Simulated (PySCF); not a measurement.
# CCSDT/STO-6G run of AlH2ClF− (SMILES [F][AlH2-][Cl])

What is the vertical ionisation energy of AlH2ClF− at CCSDT/STO-6G? Input form: a Python script.

The results are computed with PySCF 2.14.0.

5 further runs of the same task are left out: 5 set aside as unsound or not needed.

## (1) The system as given

The species is AlH2ClF− (5 atoms), meant as a singlet with charge -1. SMILES: `[F][AlH2-][Cl]`. The shape comes from GFN2-xTB, which is rough for such elements, and wasn't checked as a minimum.

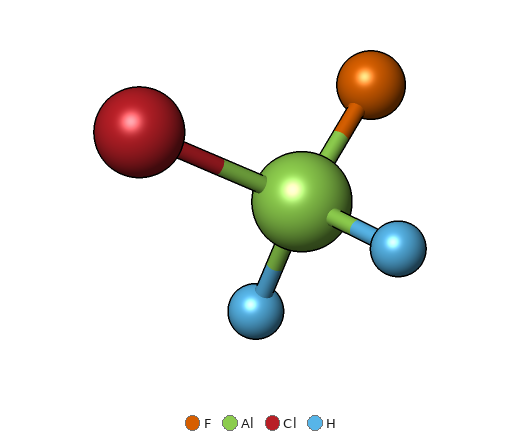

The structure, seen from a chosen angle (fluorine orange, aluminium green, chlorine red, hydrogen blue).

## (2) The energy at CCSDT/STO-6G

input.xyz

```xyz
5
AlClFH2
F     -1.193270     0.114160     1.228710
Al    -0.086940     0.062310    -0.052380
Cl     1.653880    -0.992940     0.511330
H     -0.732650    -0.721820    -1.269020
H      0.358980     1.538300    -0.418630
```

input.py

```python
# [F][AlH2-][Cl]
from pyscf import gto, cc

mol = gto.M(
    atom='input.xyz',
    max_memory=1860,
    basis='sto-6g',
    charge=-1,
    verbose=3,
)

myscf = mol.RHF()
myscf.conv_tol = 1e-10
myscf.kernel()
if not myscf.converged:
    myscf = myscf.newton().run(myscf.mo_coeff, myscf.mo_occ)

mycc = cc.CCSDT(myscf, frozen=11)
mycc.kernel()
etot = mycc.e_tot
print('Final energy', etot)
```

Started as:

```bash
$ OMP_NUM_THREADS=1 python input.py
```

Log:

```text
converged SCF energy = -799.138443587526
_make_eris_incore_RCCSDT

WARN: A large `blksize` is being used, which may cause large memory consumption
      for storing contraction intermediates. If memory is sufficient, consider using
      `pyscf.cc.rccsdt_highm.RCCSDT` instead.

RCCSDT converged
E(RCCSDT) = -799.1953754016165   E_corr = -0.05693181409025767
E_corr(same-spin) = -0.00436529042799453
E_corr(oppo-spin) = -0.0525665236622632
Final energy -799.1953754016165
```

It took 1.5 s on 1 thread of Arm Neoverse V2, shared host; peak memory 0.12 GiB.

## (3) Doublet neutral AlH2ClF at the same level

input.py

```python
from pyscf import gto, cc

mol = gto.Mole()
mol.atom = [
    ('F', (-1.193270, 0.114160, 1.228710)),
    ('Al', (-0.086940, 0.062310, -0.052380)),
    ('Cl', (1.653880, -0.992940, 0.511330)),
    ('H', (-0.732650, -0.721820, -1.269020)),
    ('H', (0.358980, 1.538300, -0.418630)),
]
mol.max_memory = 1860
mol.basis = 'sto-6g'
mol.charge = 0
mol.verbose = 3
mol.spin = 1
mol.build()

calc0 = mol.UHF()
calc0.conv_tol = 1e-10
calc0.kernel()
if not calc0.converged:
    calc0 = calc0.newton().run(calc0.mo_coeff, calc0.mo_occ)

mycc = cc.CCSDT(calc0, frozen=11)
mycc.kernel()
energy = mycc.e_tot
print('Final energy', energy)
```

Started as:

```bash
$ OMP_NUM_THREADS=1 python input.py
```

Log:

```text
SCF not converged.
SCF energy = -799.076230676515 after 50 cycles  <S^2> = 0.81298408  2S+1 = 2.0620224
converged SCF energy = -799.107646187092  <S^2> = 0.75402173  2S+1 = 2.0040177
_make_eris_incore_UCCSDT

WARN: A large `blksize_v_aaa` is being used, which may cause large memory consumption
      for storing contraction intermediates. If memory is sufficient, consider using
      `pyscf.cc.uccsdt_highm.UCCSDT` instead.

WARN: A large `blksize_v_aab` is being used, which may cause large memory consumption
      for storing contraction intermediates. If memory is sufficient, consider using
      `pyscf.cc.uccsdt_highm.UCCSDT` instead.

UCCSDT converged
E(UCCSDT) = -799.1745988209487   E_corr = -0.06695263385693295
E_corr(same-spin) = -0.00866570565483724
E_corr(oppo-spin) = -0.0582869282020957
Final energy -799.1745988209487
```

It took 5.1 s on 1 thread of Arm Neoverse V2, shared host; peak memory 0.13 GiB.

## (4) Summary of results

At CCSDT/STO-6G, 11 core orbitals frozen:

```
                                                                           quantity          value
                                                     singlet AlH2ClF−: total energy  -799.19538 Eh
                              singlet AlH2ClF−: HOMO energy (Hartree–Fock orbitals)       -2.16 eV
                              singlet AlH2ClF−: LUMO energy (Hartree–Fock orbitals)       19.76 eV
            singlet AlH2ClF−: HOMO–LUMO gap (to an unbound level, set by the basis)       21.93 eV
                     singlet AlH2ClF−: correlation energy (11 core orbitals frozen)      -56.9 mEh
                                                    singlet AlH2ClF−: T1 diagnostic          0.007
                                              doublet neutral AlH2ClF: total energy  -799.17460 Eh
                      doublet neutral AlH2ClF: dipole moment (Hartree–Fock density)         6.19 D
doublet neutral AlH2ClF: HOMO energy (Hartree–Fock orbitals) (highest over α and β)       -8.40 eV
 doublet neutral AlH2ClF: LUMO energy (Hartree–Fock orbitals) (lowest over α and β)        1.29 eV
              doublet neutral AlH2ClF: correlation energy (11 core orbitals frozen)      -67.0 mEh
                         doublet neutral AlH2ClF: ⟨S²⟩ of the reference determinant          0.754
                                             doublet neutral AlH2ClF: T1 diagnostic          0.069
                                vertical detachment energy (to the doublet neutral)       0.565 eV
```

**Reading.** The vertical ionisation energy comes to 0.57 eV (13.0 kcal/mol). In a minimal basis such a difference can be off by several eV, whatever the method. The T1 diagnostic (doublet neutral AlH2ClF) of 0.069 is above the customary mark for such species, so a single reference may not serve.
